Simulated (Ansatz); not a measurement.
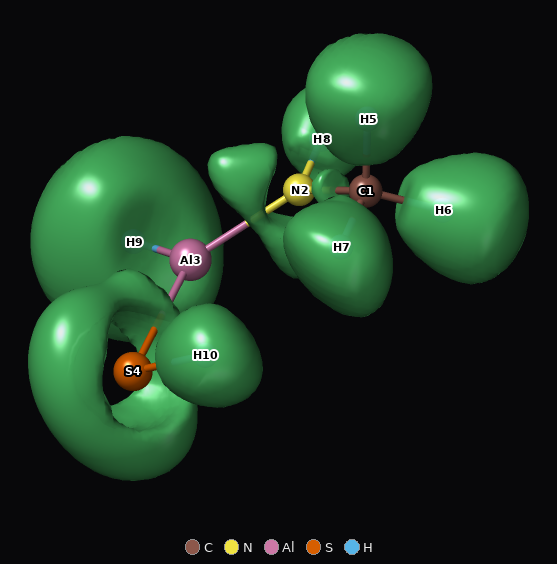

CH₆AlNS (SMILES C[NH][AlH][SH]). Isosurface of the ELF at 0.85 (green), seen at an oblique angle. Core shells and regions of very low density are left out.

Geometry: PBE0-D4/def2-TZVP.

All numbers below come from RKS PBE0-D4/def2-TZVPP in Ansatz.

```xyz
10

C    -0.9070    1.0389    0.0874
N     0.2472    0.4196    0.6985
Al    1.1810   -1.0079    0.2430
S     0.6679   -2.1827   -1.5314
H    -0.7046    2.0643   -0.2438
H    -1.7698    1.0696    0.7630
H    -1.2154    0.4744   -0.7955
H     0.5444    0.9171    1.5257
H     2.4075   -1.4458    1.1304
H    -0.3681   -1.3984   -1.8743
```

Q: Identify the bonds, lone pairs and shells in this picture.

A: At this value the surface marks out one region between bonded C–N atoms (shared pairs), six regions around hydrogen nuclei, one lobe of the valence shell of N pointing towards Al and one region on S in which the atom's valence shell and bonds are merged. Profiles from the grid: C–N (1.45 Å): the ELF peaks at about 0.90 between the atoms: a covalent bond. Al–N (1.77 Å): the ELF peaks at about 0.90 in the valence shell of N, 0.7 Å from its nucleus, and is about 0.65 at the midpoint.
